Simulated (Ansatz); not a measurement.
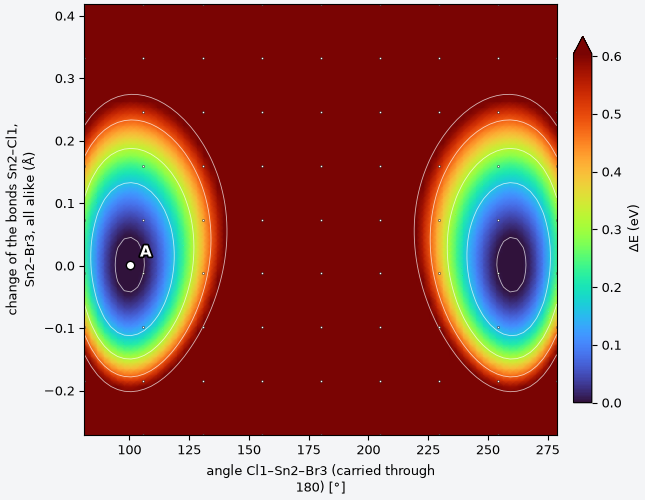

BrClSn, SMILES [Cl][Sn][Br]. The first coordinate is: angle Cl1–Sn2–Br3 (carried through 180); the second: change of the bonds Sn2–Cl1, Sn2–Br3, all alike. Nothing is relaxed (all other coordinates rigid). The scan uses a 9 × 9 grid; 45 points were computed and 36 follow by symmetry. Points are written as (first, second). Energies: eV, counted from the lowest grid point. Theory: RKS PBE0-D4/def2-SVP (Ansatz 0.2.0).

In the figure: a smooth colour map with a few white contour lines, dots at the grid points, one colour for all values above the top of the scale, the well A. Between grid points the surface is interpolated.

> Where is the minimum, and how stiff is the well along each coordinate? Take the well at A.

The interpolated minimum is at the first coordinate ≈ 100.3°, the second coordinate ≈ 0.001 Å. The curvatures there are about 4 eV/rad² and 25 eV/Å², with a cross term of about 0 eV/(rad·Å). Round the minimum the two coordinates are nearly uncoupled.
